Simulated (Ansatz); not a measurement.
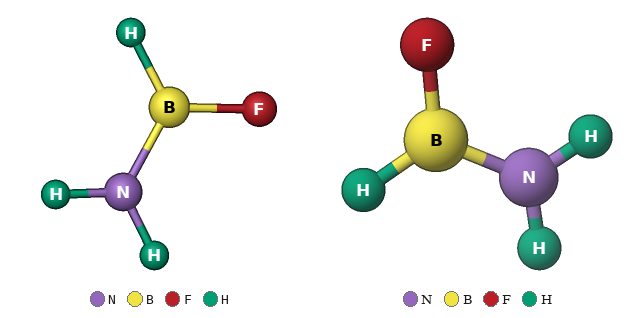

The same structure drawn twice, from different directions.

Computed geometry: PBE0-D4/def2-TZVP optimisation. No frequency run is at hand to confirm it as a minimum.

Give the formula.

Answer. BFH₃N, 6 atoms: 1 boron, 1 fluorine, 3 hydrogen and 1 nitrogen.

How many bonds of each kind are drawn?

Answer. 2 N–H, 1 B–N, 1 B–F, 1 B–H.

How many atoms are distinct by symmetry?

Answer. 6: 1 N, 1 B, 1 F, 1 H, 1 H, 1 H.

More results for the same structure follow; atom numbers are the same in all pictures, views and colours differ.

## Shape

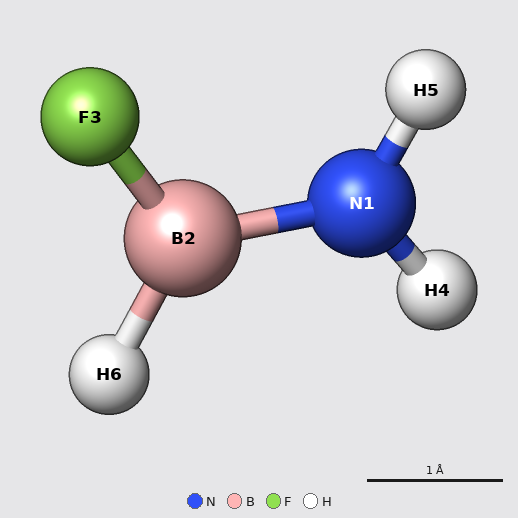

Numbered structure. No frequency run is at hand to confirm it as a minimum.

Estimate the angles B2–N1–H4, B2–N1–H5, H4–N1–H5, N1–B2–F3, N1–B2–H6, F3–B2–H6.

```json
{"angle": "B2–N1–H4", "degrees": "122.4"}
{"angle": "B2–N1–H5", "degrees": "122.9"}
{"angle": "H4–N1–H5", "degrees": "114.6"}
{"angle": "N1–B2–F3", "degrees": "119.2"}
{"angle": "N1–B2–H6", "degrees": "121.8"}
{"angle": "F3–B2–H6", "degrees": "119.0"}
```

## Dipole moment

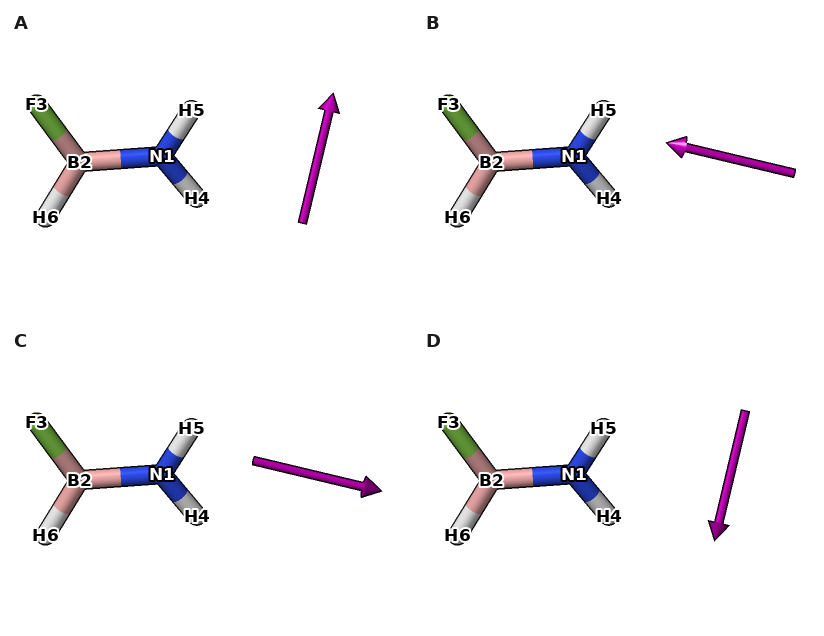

The same molecule four times, each with an arrow. No frequency run is at hand to confirm it as a minimum. Properties computed with RKS PBE0-D4/def2-TZVP (Ansatz 0.2.0).

Which arrow points along the dipole moment, from the negative to the positive end?

Answer. C. The dipole moment is 2.43 D; it points from the side of F3 to the side of H4 (the outermost atoms at the two ends).

## Electronic properties

No frequency run is at hand to confirm it as a minimum. Level of theory: RHF-CCSD(T), frozen core/def2-TZVPP (Ansatz 0.2.0).

What is the T1 diagnostic?

Answer. 0.012.

## Charges

The questions are on Mulliken charges. No frequency run is at hand to confirm it as a minimum. Method: RKS PBE0-D4/def2-TZVP (Ansatz 0.2.0).

Give the Mulliken charges atom by atom.

| atom | value (e) |
| --- | --- |
| N1 | −0.47 |
| B2 | 0.27 |
| F3 | −0.27 |
| H4 | 0.25 |
| H5 | 0.24 |
| H6 | −0.02 |

Mulliken values depend strongly on the basis set and can even reverse the polarity of a bond.
